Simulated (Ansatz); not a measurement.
# Si2H6 (disilane): levels of theory compared

Wanted: a comparison of 5 runs (HF/def2-SVP, B3LYP/6-31G*, PBE0/def2-SVP, MP2/6-31+G*, CCSD/6-311+G**) of Si2H6 (disilane). 

The calculation is run with Ansatz 0.2.0.

4 further runs of the same task are left out: 2 for a known fault of the program, 1 that didn't finish, 1 set aside as unsound or not needed.

## 1. Starting point

Si2H6 has 8 atoms, charge 0, and is taken as a singlet. SMILES: `[SiH3][SiH3]`. The shape is that of a PBE0-D4/def2-TZVP optimisation.

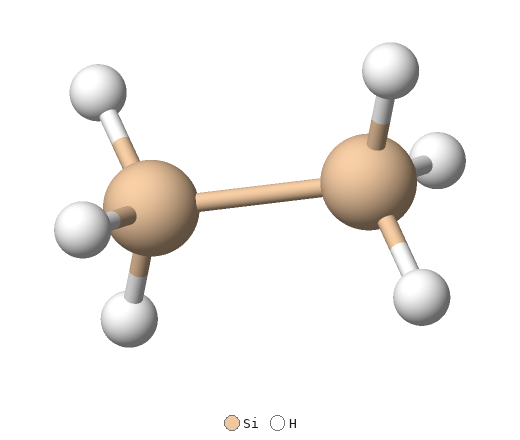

The structure, seen from a chosen angle (silicon light orange, hydrogen white).

## 2. Energy and gradient at HF/def2-SVP (run 1)

The input, run.yaml:

```yaml
crystal:
  periodic: [false, false, false]
  atoms:
    - {symbol: Si, position_ang: [-0.340500, 0.490200, -1.004900]}
    - {symbol: Si, position_ang: [0.363500, -0.504400, 0.991000]}
    - {symbol: H, position_ang: [0.833900, 0.948200, -1.794900]}
    - {symbol: H, position_ang: [-1.112900, -0.483900, -1.821900]}
    - {symbol: H, position_ang: [-1.208000, 1.664100, -0.717900]}
    - {symbol: H, position_ang: [1.139000, 0.468600, 1.806300]}
    - {symbol: H, position_ang: [1.228100, -1.680500, 0.704000]}
    - {symbol: H, position_ang: [-0.811000, -0.959200, 1.782600]}
basis:
  gaussian: {orbitals: def2-SVP}
hamiltonian: {xc: hf}
accuracy: high
output: {forces: true, orbitals: {seedname: orbitals}}
magnetization: {spin_polarized: false, initial_magnetization: 0}
```

The run is started by

```bash
$ ansatz run run.yaml --threads 1 --pin off --max-ram 2610MiB --events-out events.jsonl --progress --plain --runs-dir runs
```

The program printed:

```text
Warning: RAYON_NUM_THREADS=1 ignored (pool sized by the plan → 1); use --threads N
Functional definition: HF
  name "HF"
  exchange = exact_x
  correlation = 0
1406 factors; integrals over basis functions are off by at most 3.2e-9 eV
mean field evaluation 1: about -15813.1414 eV, gradient 1.3e1 eV
mean field evaluation 2: about -15813.1439 eV, gradient 1.3e1 eV
mean field evaluation 4: about -15814.1244 eV, gradient 6.0e-1 eV
mean field evaluation 8: about -15814.1261 eV, gradient 3.2e-6 eV
mean field -15814.12608310 eV, -581.1584143541 hartree, gradient 1.6e-8 eV, S^2 0.000000; 0 other end points of the search recorded, 0 dependent functions left out
the calculation of the forces begins
reference -15814.12608310 eV, -581.1584143541 hartree; 17, 17 occupied and 49, 49 virtual orbitals, 1406 factors
Total energy: -15814.12608310 eV, -581.1584143541 hartree
Atom 0 at    -0.340500     0.490200    -1.004900 Å, force    -0.132393     0.188275    -0.377831 eV/Å
Atom 1 at     0.363500    -0.504400     0.991000 Å, force     0.133459    -0.189423     0.376586 eV/Å
Atom 2 at     0.833900     0.948200    -1.794900 Å, force    -0.051310    -0.022287     0.038799 eV/Å
Atom 3 at    -1.112900    -0.483900    -1.821900 Å, force     0.035227     0.041433     0.039769 eV/Å
Atom 4 at    -1.208000     1.664100    -0.717900 Å, force     0.039698    -0.053659    -0.009274 eV/Å
Atom 5 at     1.139000     0.468600     1.806300 Å, force    -0.035366    -0.040806    -0.039029 eV/Å
Atom 6 at     1.228100    -1.680500     0.704000 Å, force    -0.039884     0.054644     0.009308 eV/Å
Atom 7 at    -0.811000    -0.959200     1.782600 Å, force     0.050569     0.021822    -0.038329 eV/Å
Dipole moment:    -0.000027     0.000030     0.000032 e Å
```

It took 2.2 s on 1 thread of Arm Neoverse V2, shared host.

## 3. Energy and forces at B3LYP/6-31G(d) (spherical functions) (run 2)

run.yaml: that of step 2 with these lines changed.

```diff
@@ -12,6 +12,6 @@
 basis:
-  gaussian: {orbitals: def2-SVP}
-hamiltonian: {xc: hf}
+  gaussian: {orbitals: 6-31G_st_-spherical.json}
+total_charge: 0
+hamiltonian: {xc: {name: B3LYP}}
 accuracy: high
 output: {forces: true, orbitals: {seedname: orbitals}}
-magnetization: {spin_polarized: false, initial_magnetization: 0}
```

The basis set 6-31G* is read from a file made from the Basis Set Exchange's data (not shown).

The run is started by

```bash
$ ansatz run run.yaml --threads 1 --pin off --max-ram 2610MiB --events-out events.jsonl --progress --plain --runs-dir runs
```

The program printed (excerpt; [...] marks lines left out):

```text
Warning: RAYON_NUM_THREADS=1 ignored (pool sized by the plan → 1); use --threads N
Functional definition: B3LYP
  name "B3LYP"
[...]
1085 factors; integrals over basis functions are off by at most 3.6e-9 eV
[...]
mean field -15852.78582366 eV, -582.5791336154 hartree, gradient 1.5e-8 eV, S^2 0.000000; 0 other end points of the search recorded, 0 dependent functions left out
[...]
reference -15852.78586625 eV, -582.5791351806 hartree; 17, 17 occupied and 31, 31 virtual orbitals, 1085 factors
Total energy: -15852.78586625 eV, -582.5791351806 hartree
Atom 0 at    -0.340500     0.490200    -1.004900 Å, force    -0.009852     0.015091    -0.030284 eV/Å
Atom 1 at     0.363500    -0.504400     0.991000 Å, force     0.010866    -0.016177     0.029098 eV/Å
Atom 2 at     0.833900     0.948200    -1.794900 Å, force     0.005789     0.018439    -0.035528 eV/Å
Atom 3 at    -1.112900    -0.483900    -1.821900 Å, force    -0.019269     0.000056    -0.036096 eV/Å
Atom 4 at    -1.208000     1.664100    -0.717900 Å, force    -0.020266     0.028095    -0.021842 eV/Å
Atom 5 at     1.139000     0.468600     1.806300 Å, force     0.019325     0.000483     0.036704 eV/Å
Atom 6 at     1.228100    -1.680500     0.704000 Å, force     0.019915    -0.027262     0.021887 eV/Å
Atom 7 at    -0.811000    -0.959200     1.782600 Å, force    -0.006508    -0.018724     0.036061 eV/Å
Dipole moment:    -0.000025     0.000027     0.000030 e Å
```

Run time: 4.2 s. Hardware: 1 thread of Arm Neoverse V2, shared host.

## 4. Energy and gradient at PBE0/def2-SVP (run 3)

The input, molecule.yaml:

```yaml
crystal:
  periodic: [false, false, false]
  atoms:
    - {symbol: Si, position_ang: [-0.340500, 0.490200, -1.004900]}
    - {symbol: Si, position_ang: [0.363500, -0.504400, 0.991000]}
    - {symbol: H, position_ang: [0.833900, 0.948200, -1.794900]}
    - {symbol: H, position_ang: [-1.112900, -0.483900, -1.821900]}
    - {symbol: H, position_ang: [-1.208000, 1.664100, -0.717900]}
    - {symbol: H, position_ang: [1.139000, 0.468600, 1.806300]}
    - {symbol: H, position_ang: [1.228100, -1.680500, 0.704000]}
    - {symbol: H, position_ang: [-0.811000, -0.959200, 1.782600]}
basis:
  gaussian: {orbitals: def2-SVP}
magnetization: {spin_polarized: false, initial_magnetization: 0}
hamiltonian: {xc: pbe0}
accuracy: high
output: {forces: true, orbitals: {seedname: orbitals}}
```

The run is started by

```bash
$ ansatz run molecule.yaml --threads 1 --pin off --max-ram 2610MiB --events-out events.jsonl --progress --plain --runs-dir runs
```

The program printed (excerpt; [...] marks lines left out):

```text
Warning: RAYON_NUM_THREADS=1 ignored (pool sized by the plan → 1); use --threads N
Functional definition: PBE0
  name "PBE0"
[...]
1406 factors; integrals over basis functions are off by at most 3.2e-9 eV
[...]
mean field -15840.67610995 eV, -582.1341098446 hartree, gradient 2.1e-8 eV, S^2 0.000000; 0 other end points of the search recorded, 0 dependent functions left out
[...]
reference -15840.67611258 eV, -582.1341099415 hartree; 17, 17 occupied and 49, 49 virtual orbitals, 1406 factors
Total energy: -15840.67611258 eV, -582.1341099415 hartree
Atom 0 at    -0.340500     0.490200    -1.004900 Å, force     0.014840    -0.019789     0.039710 eV/Å
Atom 1 at     0.363500    -0.504400     0.991000 Å, force    -0.013825     0.018704    -0.040901 eV/Å
Atom 2 at     0.833900     0.948200    -1.794900 Å, force     0.119200     0.043206    -0.073955 eV/Å
Atom 3 at    -1.112900    -0.483900    -1.821900 Å, force    -0.075977    -0.100322    -0.076896 eV/Å
Atom 4 at    -1.208000     1.664100    -0.717900 Å, force    -0.085281     0.115435     0.033841 eV/Å
Atom 5 at     1.139000     0.468600     1.806300 Å, force     0.076313     0.100773     0.077359 eV/Å
Atom 6 at     1.228100    -1.680500     0.704000 Å, force     0.084672    -0.114783    -0.033790 eV/Å
Atom 7 at    -0.811000    -0.959200     1.782600 Å, force    -0.119943    -0.043225     0.074632 eV/Å
Dipole moment:    -0.000021     0.000023     0.000025 e Å
```

Run time: 6.3 s. Hardware: 1 thread of Arm Neoverse V2, shared host.

Run 4 isn't shown in full; the table further down has it.

## 5. Energy and forces at CCSD/6-311+G(d,p) (run 5)

The input, job.yaml:

```yaml
basis:
  gaussian:
    orbitals: 6-311+G_st__st_-spherical.json
crystal:
  periodic: [false, false, false]
  atoms:
    - {symbol: Si, position_ang: [-0.340500, 0.490200, -1.004900]}
    - {symbol: Si, position_ang: [0.363500, -0.504400, 0.991000]}
    - {symbol: H, position_ang: [0.833900, 0.948200, -1.794900]}
    - {symbol: H, position_ang: [-1.112900, -0.483900, -1.821900]}
    - {symbol: H, position_ang: [-1.208000, 1.664100, -0.717900]}
    - {symbol: H, position_ang: [1.139000, 0.468600, 1.806300]}
    - {symbol: H, position_ang: [1.228100, -1.680500, 0.704000]}
    - {symbol: H, position_ang: [-0.811000, -0.959200, 1.782600]}
correlation:
  method: ccsd
  frozen_orbitals: {H: 0, Si: 5}
accuracy: high
scf:
  omitted_lower_state_checks: [cluster_reference, increment]
output:
  forces: true
  orbitals: {seedname: orbitals}
```

The basis set 6-311+G** is read from a file made from the Basis Set Exchange's data (not shown).

The run is started by

```bash
$ ansatz run job.yaml --threads 1 --pin off --max-ram 2610MiB --events-out events.jsonl --progress --plain --runs-dir runs
```

The program printed:

```text
Warning: RAYON_NUM_THREADS=1 ignored (pool sized by the plan → 1); use --threads N
[... 11 lines left out ...]
10 core orbitals not correlated: weight in the atoms' cores, before any rotation towards them, 1.000 or more for the frozen orbitals, at most 0.000 for the correlated occupied ones
[... 22 lines left out ...]
Total energy: -15826.72654061 eV, -581.6214726268 hartree
[... 8 lines left out ...]
Dipole moment:    -0.000025     0.000027     0.000029 e Å
Checks for a lower state left out: cluster_reference, increment
```

Run time: 25 s. Hardware: 1 thread of Arm Neoverse V2, shared host; peak memory 0.69 GiB.

## 6. All runs side by side

| run | level | frozen core orbitals | energy (Eh) | dipole moment (D) | HOMO energy (eV) | LUMO energy (eV) | wall time |
| --- | --- | --- | --- | --- | --- | --- | --- |
| 1 | HF/def2-SVP | – | -581.158414 | 0.00 | -11.11 | 3.85 | 2.2 s |
| 2 | B3LYP/6-31G* (spherical functions) | – | -582.579135 | 0.00 | -8.10 | 0.58 | 4.2 s |
| 3 | PBE0/def2-SVP | – | -582.134110 | 0.00 | -8.45 | 0.50 | 6.3 s |
| 4 | MP2/6-31+G* (spherical functions) | 10 | -581.465275 | 0.00 | -11.08 | 1.78 | 3.6 s |
| 5 | CCSD/6-311+G** | 10 | -581.621473 | 0.00 | -11.06 | 1.66 | 25 s |

## 7. What came out

| quantity | value |
| --- | --- |
| run 5: total energy | -581.62147 Eh |
| run 5: dipole moment (correlated density) | 0.00 D |
| run 5: HOMO energy (Hartree–Fock orbitals) | -11.06 eV |
| run 5: LUMO energy (Hartree–Fock orbitals) | 1.66 eV |
| run 5: HOMO–LUMO gap (Hartree–Fock orbitals) | 12.72 eV |
| run 5: correlation energy (10 core orbitals frozen) | -265.6 mEh |
| run 5: T1 diagnostic | 0.011 |
| run 5: largest force on an atom | 0.173 eV/Å |

What this shows: Over runs 1, 2, 3 the HOMO–LUMO gap runs from 8.69 eV (B3LYP/6-31G*) to 14.97 eV (HF/def2-SVP). The two ends differ in method and basis. Totals of different functionals can't be ranked against each other. All runs together took 41 s, the longest 25 s.
